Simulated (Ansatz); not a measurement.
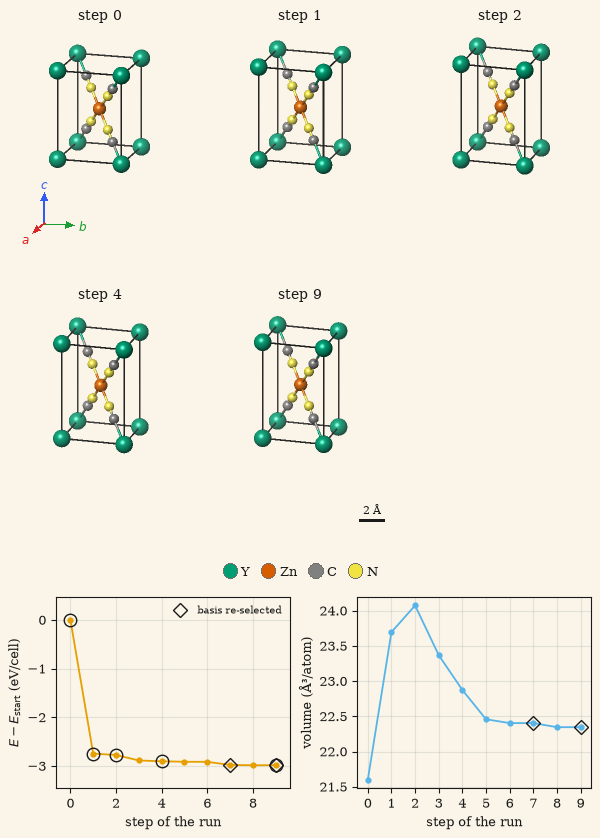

Frames of a relaxation of crystalline YZnC4N4 (a generated structure, set up in Cmmm) (coarse preliminary run), marked on the history of the run. The picture is a ball-and-stick view of the cell of the calculation, seen slightly off an axis.

Computed with DFT PBE, scalar-relativistic, plane waves, PAW (Ansatz 0.2.0). Set-up: plane-wave cutoff 420 eV; k-point mesh 4 × 4 × 4; occupations gaussian; smearing width 0.1 eV; no spin polarisation; cell and atoms relaxed; force threshold 0.04 eV/Å; at most 70 steps.

> Describe the path.

The largest moves relative to the cell, 0.20 Å, are those of C atoms. Largest moves by element: C 0.20 Å, N 0.12 Å. Y and Zn stay in place. Cell: a = b 5.378 → 5.269 Å (−2.0 %), c 7.472 → 8.103 Å (+8.4 %), γ 92.0° → 83.3°. Volume +3.5 %. Among the contacts that change: N–Y 3.276 → 3.623 Å, C–Y 2.106 → 2.452 Å, N–Zn 2.008 → 2.025 Å. Bond angles that change, for instance: Y–C–N 180.0° → 177.5°, Zn–N–C 180.0° → 178.0°. The space group stays Cmmm (No. 65). After 7 accepted moves (9 points after the start) the energy has fallen by 2.983 eV per cell of the calculation. Largest force component: 3 eV/Å at the start, 0.022 eV/Å at the end. Pressure: 12.61 GPa at the start and 0.04 GPa at the end. At 2 points the geometry stayed and the basis and grid were re-selected for the new cell (energy shift of 64.3 meV per cell of the calculation at most each time). The run took 63 s on 1 thread of Intel(R) Xeon(R) 6975P-C (Granite Rapids), on a shared host, peak memory 0.56 GiB. From step 0 to 1: C atoms move most (0.17 Å), volume +9.7 %, energy −2.745 eV per cell of the calculation. From step 1 to 2: C atoms move most (0.03 Å), volume +1.6 %, energy −28.3 meV per cell of the calculation. From step 2 to 4: C atoms move most (0.02 Å), volume −5.0 %, energy −0.129 eV per cell of the calculation. From step 4 to 9: N atoms move most (0.02 Å), volume −2.3 %, energy −80.2 meV per cell of the calculation.

```tsv
step	E − E(0), meV/atom	largest force component, eV/Å	pressure, GPa	volume, Å³/atom	note
0	0.00	3.0255	12.61	21.599	
1	-274.49	0.2115	2.28	23.696	
2	-277.32	1.1690	-3.17	24.075	
3	-288.55	0.1239	-0.47	23.369	
4	-290.24	0.0485	-0.01	22.874	
5	-291.23	0.0591	0.08	22.458	
6	-291.37	0.0148	0.01	22.404	
7	-297.80	0.0207	0.36	22.404	same geometry, new basis
8	-298.35	0.0218	0.04	22.346	
9	-298.25	0.0220	0.04	22.346	same geometry, new basis
```
